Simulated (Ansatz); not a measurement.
Results of PBE+SOC (Ansatz, a first-principles code, plane waves, PAW) for bcc Cs.

Numerical settings: plane-wave cutoff 520 eV, 14×14×14 k mesh, Fermi–Dirac smearing 0.05 eV, PAW data made under PBE.

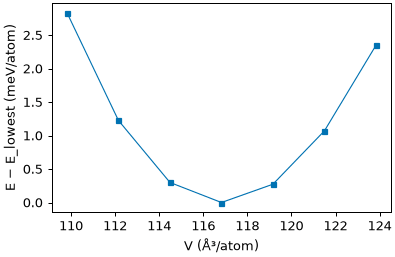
Figure: Total energy against volume

### Question
From the curve, estimate the equilibrium volume and the bulk modulus.

### Answer
V0 ≈ 116.8 Å³/atom and B0 ≈ 2.0 GPa; the fit gives V0 = 116.842 Å³/atom, B0 = 1.96 GPa, B′ = 3.5.

Measured, for comparison: bulk modulus 2.11 GPa (corrected for temperature and zero-point phonon effects, our sources range from 2.11 to 2.35; as tabulated in Levämäki et al. (2014), arXiv:1402.3671); equilibrium volume per atom 110.12 Å³/atom (low-temperature or extrapolated to 0 K; zero-point anharmonic expansion removed; as tabulated in Csonka et al. (2009), arXiv:0903.4037). Computed (rounded) less measured: bulk modulus -7 % (-7 % to -17 % over the range), equilibrium volume per atom +6.1 %.

Computed values are for the static lattice.
